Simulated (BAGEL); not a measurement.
**P2 (diphosphorus) at HF/def2-TZVPPD (density fitting with qzvpp-jkfit)**

What is the electronic atomisation energy of P2 (diphosphorus) at HF/def2-TZVPPD (density fitting with qzvpp-jkfit)? 

Program for the calculation: BAGEL 1.2.2.

1 further run of the same task is left out (set aside as unsound or not needed). Runs told in other sessions of the task aren't counted.

**1. Starting point**

The species is P2 (2 atoms), meant as a singlet with charge 0. SMILES: `P#P`. The bond length is the measured one.

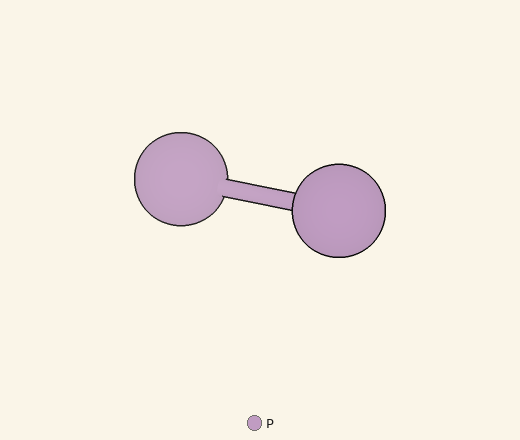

The structure, seen from a chosen angle (phosphorus pink).

**2. A single-point energy at HF/def2-TZVPPD (density fitting with qzvpp-jkfit)**

Contents of calc.json:

```json
{ "bagel" : [

{
  "title" : "molecule",
  "basis" : "def2-tzvppd.json",
  "df_basis" : "qzvpp-jkfit",
  "angstrom" : "true",
  "geometry" : [
    { "atom" : "P", "xyz" : [    0.000000,    0.000000,    0.000000 ] },
    { "atom" : "P", "xyz" : [    0.000000,    0.000000,    1.893400 ] }
  ]
},
{ "title" : "hf" },
{ "title" : "print", "file" : "orbitals.molden", "orbitals" : "true" }

]}
```

The basis set def2-TZVPPD is read from a file made from the Basis Set Exchange's data (not shown).

Command:

```console
$ BAGEL_NUM_THREADS=1 BAGEL calc.json > calc.out
```

The log of the run:

```text
* using 1 threads per process

  ===============================================================
  ===============================================================

  *** Geometry ***

  { "atom" : "P", "xyz" : [      0.000000,      0.000000,      0.000000 ] },
  { "atom" : "P", "xyz" : [      0.000000,      0.000000,      3.578007 ] },

  Number of auxiliary basis functions:      256

  Since a DF basis is specified, we compute 2- and 3-index integrals:
    o Being stored without compression. Storage requirement is 0.019 GB

  Number of basis functions:       96
  Number of electrons      :       30

    * METHOD: MOLECULE                             0.08

  *** RHF ***

  === Nuclear Repulsion ===
    62.8841620369

      * DIIS with orbital gradients will be used.

  === RHF iteration (def2-tzvppd.json) ===
      0       -681.46384494          0.00562979           0.03
      1       -681.47897768          0.00233722           0.03
      2       -681.48078253          0.00053996           0.03
      3       -681.48107570          0.00003546           0.03
      4       -681.48107657          0.00001010           0.03
      5       -681.48107665          0.00000259           0.03
      6       -681.48107665          0.00000051           0.03
      7       -681.48107666          0.00000010           0.03
      8       -681.48107666          0.00000002           0.03
      9       -681.48107666          0.00000000           0.03
    * SCF iteration converged.

    * Permanent dipole moment:
           (   -0.000000,     0.000000,     0.000000) a.u.

    * METHOD: HF                                   0.36

    * METHOD: PRINT                                0.02

  ===============================================================
```

Wall time 0.6 s (1 thread of Arm Neoverse V1, shared host).

**3. The P atom at the same level**

Contents of job.json:

```json
{ "bagel": [

{
  "title": "molecule",
  "basis": "def2-tzvppd.json",
  "df_basis": "qzvpp-jkfit",
  "angstrom": true,
  "geometry": [
    { "atom": "P", "xyz": [       0.000000,       0.000000,       0.000000 ] }
  ]
},

{
  "title": "uhf",
  "nopen": 3
},

{
  "title": "print",
  "file": "orbitals.molden",
  "orbitals": true
}

]}
```

The basis set def2-TZVPPD is read from a file made from the Basis Set Exchange's data (not shown).

Command:

```console
$ BAGEL_NUM_THREADS=1 BAGEL job.json > job.out
```

The log of the run:

```text
* using 1 threads per process

  ===============================================================
  ===============================================================

  *** Geometry ***

  { "atom" : "P", "xyz" : [      0.000000,      0.000000,      0.000000 ] },

  Number of auxiliary basis functions:      128

  Since a DF basis is specified, we compute 2- and 3-index integrals:
    o Being stored without compression. Storage requirement is 0.002 GB

  Number of basis functions:       48
  Number of electrons      :       15

    * METHOD: MOLECULE                             0.02

  *** Open-shell HF ***

  === Nuclear Repulsion ===
     0.0000000000

      * DIIS with orbital gradients will be used.

  === UHF iteration (def2-tzvppd.json) ===
      0       -340.69896278          0.00502497           0.00
      1       -340.70888275          0.00148909           0.00
      2       -340.70986726          0.00054812           0.00
      3       -340.71004244          0.00006221           0.00
      4       -340.71004674          0.00001430           0.00
      5       -340.71004721          0.00000228           0.00
      6       -340.71004722          0.00000021           0.00
      7       -340.71004722          0.00000002           0.00
      8       -340.71004722          0.00000000           0.00
    * SCF iteration converged.

    * S^2 (UHF) is 3.7506

    * Permanent dipole moment:
           (    0.000000,    -0.000000,     0.000000) a.u.

    * METHOD: UHF                                  0.08

    * METHOD: PRINT                                0.01

  ===============================================================
```

It took 0.24 s on 1 thread of Arm Neoverse V1, shared host.

**4. Summary of results**

Level: HF/def2-TZVPPD (density fitting with qzvpp-jkfit).

```
                     quantity          value
       molecule: total energy  -681.48108 Eh
      molecule: dipole moment         0.00 D
        molecule: HOMO energy      -10.09 eV
        molecule: LUMO energy        0.54 eV
      molecule: HOMO–LUMO gap       10.62 eV
         P atom: total energy  -340.71005 Eh
        P atom: dipole moment         0.00 D
                 P atom: ⟨S²⟩          3.751
electronic atomisation energy       1.659 eV
```

**Reading.** Taking the molecule apart into free atoms costs 1.66 eV (160 kJ/mol), before zero-point energy and without spin-orbit coupling. Hartree–Fock lacks the correlation of the bonding pairs, which as a rule makes this value much too low; in minimal bases other errors can mask that.
